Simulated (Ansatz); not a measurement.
# ScPt: how the settings move a single-point run

Aim: see which settings change the result for ScPt, by how much, and at what cost.

Computed with Ansatz 0.2.0 (reference: DFT, PBEsol, PAW with Ansatz's default frozen-core files, scalar-relativistic, unless a step's input says otherwise).

### 1 The starting structure

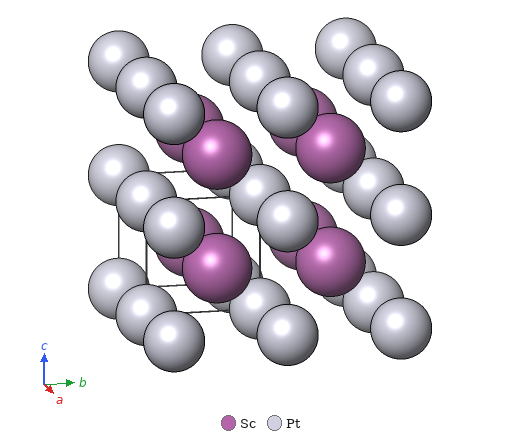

The starting structure, seen slightly off an axis (scandium pink, platinum light grey). 2×2×2 cells are drawn. Atoms on the faces are drawn again on the opposite ones.

Coordinates:

```cif
data_structure
_symmetry_space_group_name_H-M 'Pm-3m'
_symmetry_Int_Tables_number 221
_cell_length_a 2.8494
_cell_length_b 2.8494
_cell_length_c 2.8494
_cell_angle_alpha 90.000
_cell_angle_beta 90.000
_cell_angle_gamma 90.000
_cell_volume 23.14
loop_
_atom_site_label
_atom_site_type_symbol
_atom_site_symmetry_multiplicity
_atom_site_Wyckoff_symbol
_atom_site_fract_x
_atom_site_fract_y
_atom_site_fract_z
_atom_site_occupancy
Sc1 Sc 1 b 0.50000 0.50000 0.50000 1
Pt1 Pt 1 a 0.00000 0.00000 0.00000 1
```

### 2 The reference run

input.yaml reads:

```yaml
crystal:
  lattice:
    - [2.8494353691, 0.0, 0.0]
    - [0.0, 2.8494353691, 0.0]
    - [0.0, 0.0, 2.8494353691]
  atoms:
    - { symbol: Sc, position: [0.5, 0.5, 0.5] }
    - { symbol: Pt, position: [0.0, 0.0, 0.0] }
kpoints:
  mp_grid: { grid: [11, 11, 11] }
  band_path:
    path:
      - [0.0, 0.0, 0.0]
      - [0.0, 0.5, 0.0]
      - [0.5, 0.5, 0.0]
      - [0.0, 0.0, 0.0]
      - [0.5, 0.5, 0.5]
      - [0.0, 0.5, 0.0]
      - [0.5, 0.5, 0.5]
      - [0.5, 0.5, 0.0]
    npoints: 6
scf:
  occupations: { method: fermi_dirac, width: 0.05 }
hamiltonian:
  xc: pbesol
  pseudopotentials: { kind: paw }
output:
  forces: true
  stress: true
  eigenvalues: true
  populations: true
```

Command:

```console
> ansatz run input.yaml --threads 1 --pin off --max-ram 2048MiB --backend cpu --events-out ev --progress --plain --runs-dir out
```

From the output:

```text
[...]
Basis set: ecut = 420 eV, 461 PW (Γ), exchange–correlation on 40×40×40 points (8 copies of the dense FFT grid, shifted against one another)
[...]
k-points: 56 of 1331
[...]
SCF iter   1: F=—  HF=-14494.009724 eV  |F-HF|=—  |Δ(HF+E_count)|=         —  Δρ=1.39e-2  dr2=3.05e-2  ethr=1.77e-3  ⟨swp⟩=5.1  Hψ=4322  notcnv=0
preconditioner: auto → none  [metal: Δε(μ)=0.066 eV  Ē_g=15.424 eV  σ=0.050 eV  W_gap=0.29  n_scr=6 (ndim 8)  ℏωp=33.7 eV  f_vac=0.000  D(μ)=0.74/eV (n_scr^D=6)  sad-step TF]
SCF iter   2: F=—  HF=-14493.999421 eV  |F-HF|=—  |Δ(HF+E_count)|=   1.03e-2  Δρ=7.41e-3  dr2=9.00e-3  ethr=1.05e-4  ⟨swp⟩=2.8  Hψ=2156  notcnv=0  defer=8
[...]
SCF iter   5: F=-14493.995488 eV  HF=-14493.995488 eV  |F-HF|=1.75e-10  |Δ(HF+E_count)|=   2.69e-7  Δρ=1.07e-5  dr2=1.56e-8  ethr=1.35e-8  ⟨swp⟩=2.3  Hψ=1511  notcnv=0  defer=8
SCF iter   6: F=-14493.995488 eV  HF=-14493.995488 eV  |F-HF|=1.26e-10  |Δ(HF+E_count)|=  5.48e-10  Δρ=1.12e-6  dr2=1.37e-10  ethr=5.39e-11  ⟨swp⟩=2.4  Hψ=3694  notcnv=0
[...]
SCF converged after 6 iterations
Free energy (F): -14493.995488 eV
[...]
E sigma→0 (E₀):  -14493.992014 eV
[...]
Fermi energy:    27.631580 eV
[...]
  P = ⅓ Tr σ = 143.4864 GPa (1434.864 kbar)
[...]
```

Run time: 2.6 s. Hardware: 1 thread of Intel Xeon Platinum 8259CL at 2.50GHz (Skylake/Cascade Lake), shared host; peak memory 0.36 GiB.

### 3 Changed: mp_grid.grid [9, 9, 9]

Changes to input.yaml since step 2:

```diff
@@ -9,3 +9,3 @@
 kpoints:
-  mp_grid: { grid: [11, 11, 11] }
+  mp_grid: { grid: [9, 9, 9] }
   band_path:
```

Command:

```console
> ansatz run input.yaml --threads 1 --pin off --max-ram 2048MiB --backend cpu --events-out ev --progress --plain --runs-dir out
```

Standard output (excerpt; [...] marks lines left out):

```text
[...]
Pseudopotentials: kind: paw
Pseudopotential: Sc, paw, valence charge 11, recommended cutoff 420 eV (normal)
Pseudopotential: Pt, paw, valence charge 18, recommended cutoff 420 eV (normal)
Functional definition: PBEsol
[...]
Crystal: 2 atoms, lattice volume = 23.135 Å³
Basis set: ecut = 420 eV, 461 PW (Γ), exchange–correlation on 40×40×40 points (8 copies of the dense FFT grid, shifted against one another)
Bands: 19, of which v1, the nominal top of the filled ones, is band 15 counted from 1 (14 counted from 0)
Symmetry: 48 space group operations
Space group: Pm-3m (ITA 221), of the structure as read, at distance tolerance 2.8e-5 Å
k-points: 35 of 729
[...]
SCF iter   1: F=—  HF=-14493.974533 eV  |F-HF|=—  |Δ(HF+E_count)|=         —  Δρ=1.37e-2  dr2=3.05e-2  ethr=1.77e-3  ⟨swp⟩=5.1  Hψ=2699  notcnv=0
[...]
SCF iter   6: F=-14493.961047 eV  HF=-14493.961047 eV  |F-HF|=3.69e-10  |Δ(HF+E_count)|=   3.09e-9  Δρ=2.14e-6  dr2=4.81e-10  ethr=3.43e-11  ⟨swp⟩=2.1  Hψ=2060  notcnv=0
[...]
NSCF: frozen V_eff on 43 k-points
SCF converged after 6 iterations
Free energy (F): -14493.961047 eV
[...]
E sigma→0 (E₀):  -14493.954657 eV
Entropy (-TS):   -0.012781 eV (-6.390 meV/atom)
Fermi energy:    27.588199 eV
[...]
--- Forces (eV/Å), atoms counted from 1 ---
  atom   1  Sc     0.00000000    -0.00000000     0.00000000
  atom   2  Pt    -0.00000000     0.00000000     0.00000000
[...]
--- Stress (GPa, compression-positive) ---
      142.559656       0.000000       0.000000
        0.000000     142.559656       0.000000
        0.000000       0.000000     142.559656
  P = ⅓ Tr σ = 142.5597 GPa (1425.597 kbar)
--- Band table (eV; the first three rows and the last of 35) ---
  k-point 0: bands = ["-72.5161", "-26.7620", "-26.7620", "-26.7620", "-21.1768", "0.3293", "0.3293", "0.3293", "17.2663", "18.6059", "18.6059", "23.2151", "23.2151", "23.2151", "29.5396", "29.5396", "33.0521", "33.0521", "33.0521"]
[...]
--- Löwdin populations: 2 sites ---
  site symbol       q [e]
     0     Sc     11.1404
     1     Pt     17.6991
  spilling = 0.005535 (of n_electrons = 29.000000)
```

It took 1.9 s on 1 thread of Intel Xeon Platinum 8259CL at 2.50GHz (Skylake/Cascade Lake), shared host; peak memory 0.34 GiB.

Changing the k-point mesh moves the energy by +17.2 meV/atom, and the pressure goes from 143.5 to 142.6 GPa. Sampling errors of the energy have no fixed sign. The variant is not converged in its settings.

### 4 Variant: xc_grid 3

Changes to input.yaml since step 2:

```diff
@@ -31 +31,7 @@
   populations: true
+  write_density: true
+  write_potential: true
+  elf: true
+  volumetric_format: npy
+basis:
+  xc_grid: 3
```

Command:

```console
> ansatz run input.yaml --threads 1 --pin off --max-ram 2048MiB --backend cpu --events-out ev --progress --plain --runs-dir out
```

Standard output (excerpt; [...] marks lines left out):

```text
[...]
Pseudopotentials: kind: paw
Pseudopotential: Sc, paw, valence charge 11, recommended cutoff 420 eV (normal)
Pseudopotential: Pt, paw, valence charge 18, recommended cutoff 420 eV (normal)
Functional definition: PBEsol
[...]
Crystal: 2 atoms, lattice volume = 23.135 Å³
Basis set: ecut = 420 eV, 461 PW (Γ), exchange–correlation on 60×60×60 points (27 copies of the dense FFT grid, shifted against one another)
Bands: 19, of which v1, the nominal top of the filled ones, is band 15 counted from 1 (14 counted from 0)
Symmetry: 48 space group operations
Space group: Pm-3m (ITA 221), of the structure as read, at distance tolerance 2.8e-5 Å
k-points: 56 of 1331
[...]
SCF iter   1: F=—  HF=-14494.009655 eV  |F-HF|=—  |Δ(HF+E_count)|=         —  Δρ=1.39e-2  dr2=3.05e-2  ethr=1.77e-3  ⟨swp⟩=5.1  Hψ=4322  notcnv=0
[...]
NSCF: frozen V_eff on 43 k-points
SCF converged after 6 iterations
Free energy (F): -14493.995488 eV
[...]
E sigma→0 (E₀):  -14493.992014 eV
Entropy (-TS):   -0.006949 eV (-3.474 meV/atom)
Fermi energy:    27.631580 eV
[...]
--- Forces (eV/Å), atoms counted from 1 ---
  atom   1  Sc     0.00000000     0.00000000     0.00000000
  atom   2  Pt    -0.00000000    -0.00000000     0.00000000
[...]
--- Stress (GPa, compression-positive) ---
      143.486444      -0.000000       0.000000
       -0.000000     143.486444       0.000000
        0.000000       0.000000     143.486444
  P = ⅓ Tr σ = 143.4864 GPa (1434.864 kbar)
--- Band table (eV; the first three rows and the last of 56) ---
  k-point 0: bands = ["-72.4936", "-26.7403", "-26.7403", "-26.7403", "-21.2107", "0.2973", "0.2973", "0.2973", "17.2690", "18.6167", "18.6167", "23.2278", "23.2278", "23.2278", "29.5265", "29.5265", "33.0296", "33.0296", "33.0296"]
[...]
--- Löwdin populations: 2 sites ---
  site symbol       q [e]
     0     Sc     11.1393
     1     Pt     17.7026
  spilling = 0.005452 (of n_electrons = 29.000000)
```

Wall time 2.9 s (1 thread of Intel Xeon Platinum 8259CL at 2.50GHz (Skylake/Cascade Lake), shared host); peak memory 0.37 GiB.

Changing the numerical grids leaves the energy as it was (0.0 meV/atom).

### 5 All runs together

| run | ending | energy change | pressure (GPa) | gap (eV) | force (eV/Å) | cycles | time |
| --- | --- | --- | --- | --- | --- | --- | --- |
| reference | converged | 0 | 143.5 | 0.00 | 0.00 | 6 | 2.6 s |
| 1: mp_grid.grid [9, 9, 9] | converged | +17.2 meV/atom | 142.6 | 0.00 | 0.00 | 6 | 1.9 s |
| 2: xc_grid 3 | converged | 0.0 meV/atom | 143.5 | 0.00 | 0.00 | 6 | 2.9 s |

Times don't compare one to one where runs were asked for different outputs or read a saved state (see the inputs); cycles may leave out searches for a lower state.

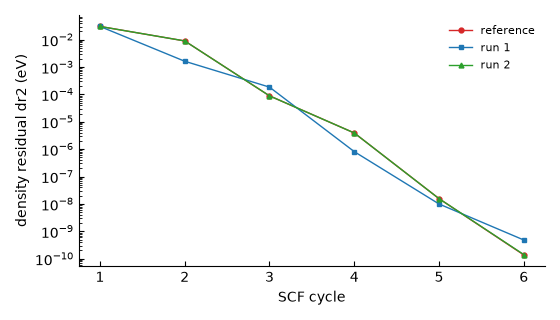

Residual by cycle in the longest SCF loop of each run; runs are numbered as in the table.

Of the converged runs whose energies compare with the reference's, «mp_grid.grid [9, 9, 9]» moves the energy most (+17.2 meV/atom) and «xc_grid 3» least (0.0 meV/atom). The structure is not at rest: the sound run finds 143 GPa, so these are no properties of the relaxed crystal. 
